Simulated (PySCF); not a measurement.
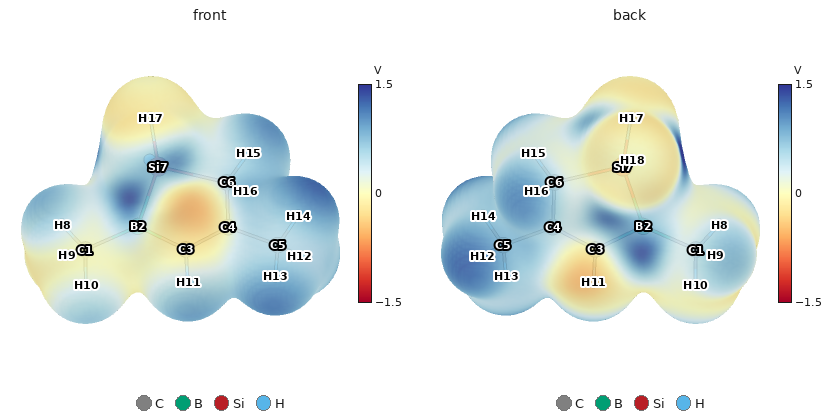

Figure. C$_{5}$H$_{11}$BSi (SMILES CB1C=C(C)C[SiH2]1). The electrostatic potential painted on the density surface at 0.004 e/bohr³, seen from the front and from behind; the colour scale runs from red (negative) to blue (positive).

Geometry: GFN2-xTB.

The calculation used wB97X-D/def2-SVPD, SCF density, gas phase (PySCF).

```tsv
atom	x (Å)	y (Å)	z (Å)
C	2.7491	0.8861	0.1103
B	1.3258	0.2094	0.1309
C	0.0147	0.9670	-0.1012
C	-1.1213	0.2401	-0.1427
C	-2.4767	0.8301	-0.3581
C	-1.0445	-1.2464	0.0088
Si	0.7942	-1.6576	0.4013
H	3.2438	0.7749	1.0760
H	3.4049	0.3975	-0.6110
H	2.7336	1.9486	-0.1268
H	-0.0614	2.0414	-0.2355
H	-2.8994	0.4572	-1.2920
H	-2.4397	1.9165	-0.4011
H	-3.1509	0.5300	0.4442
H	-1.7497	-1.5737	0.7747
H	-1.3792	-1.7116	-0.9206
H	0.8252	-2.2693	1.7436
H	1.2229	-2.7339	-0.5124
```

Where is the surface potential most negative and most positive?

The most negative region (about −0.5 V) lies over the π face of C3, the most positive (about +1.4 V) over B2 and Si7.
